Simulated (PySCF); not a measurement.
```json
{"atom": "C", "x (Å)": "3.2482", "y (Å)": "-0.3017", "z (Å)": "-0.2065"}
{"atom": "C", "x (Å)": "2.0886", "y (Å)": "0.2977", "z (Å)": "0.1646"}
{"atom": "O", "x (Å)": "0.9297", "y (Å)": "-0.2769", "z (Å)": "-0.1809"}
{"atom": "C", "x (Å)": "-0.2562", "y (Å)": "0.1999", "z (Å)": "0.1166"}
{"atom": "F", "x (Å)": "-0.2716", "y (Å)": "1.3176", "z (Å)": "0.7995"}
{"atom": "C", "x (Å)": "-1.3878", "y (Å)": "-0.4483", "z (Å)": "-0.2736"}
{"atom": "C", "x (Å)": "-2.8029", "y (Å)": "0.0203", "z (Å)": "0.0204"}
{"atom": "F", "x (Å)": "-3.4474", "y (Å)": "0.2018", "z (Å)": "-1.1296"}
{"atom": "F", "x (Å)": "-3.4371", "y (Å)": "-0.9237", "z (Å)": "0.7115"}
{"atom": "F", "x (Å)": "-2.8513", "y (Å)": "1.1479", "z (Å)": "0.7097"}
{"atom": "H", "x (Å)": "3.2477", "y (Å)": "-1.2251", "z (Å)": "-0.7693"}
{"atom": "H", "x (Å)": "4.1995", "y (Å)": "0.1357", "z (Å)": "0.0560"}
{"atom": "H", "x (Å)": "2.0599", "y (Å)": "1.2259", "z (Å)": "0.7319"}
{"atom": "H", "x (Å)": "-1.3200", "y (Å)": "-1.3717", "z (Å)": "-0.8371"}
```

Geometry: GFN2-xTB.

Level of theory: PySCF, UKS B3LYP, pcH-1 on C F H O, non-relativistic, mean-field spin-orbit, GIAO.

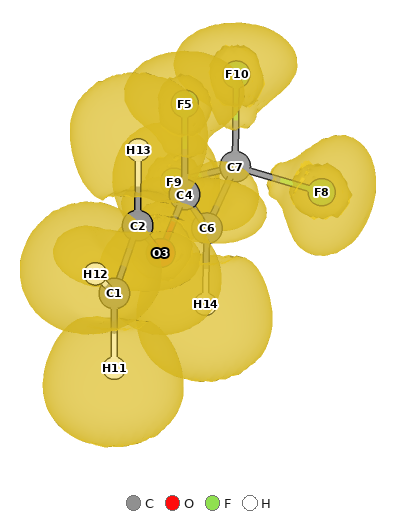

C5H4F4O (SMILES [CH2+][CH]O/C(F)=C/C(F)(F)F) (charge +1, doublet). Isosurface of the ELF at 0.75 (yellow), seen at an oblique angle. Core shells and regions of very low density are left out.

Question: What do the ELF domains correspond to?

Answer: The surface consists of three regions between bonded C–C atoms (shared pairs), four regions around hydrogen nuclei, four regions on F in which the atom's valence shell and bonds are merged and one region on O in which the atom's valence shell and bonds are merged.

Values along the shortest contacts:
C–F (1.31 Å): the ELF peaks at about 0.85 between the atoms: a polar covalent bond. C–O (1.31 Å): the ELF peaks at about 0.90 between the atoms; a polar covalent bond.
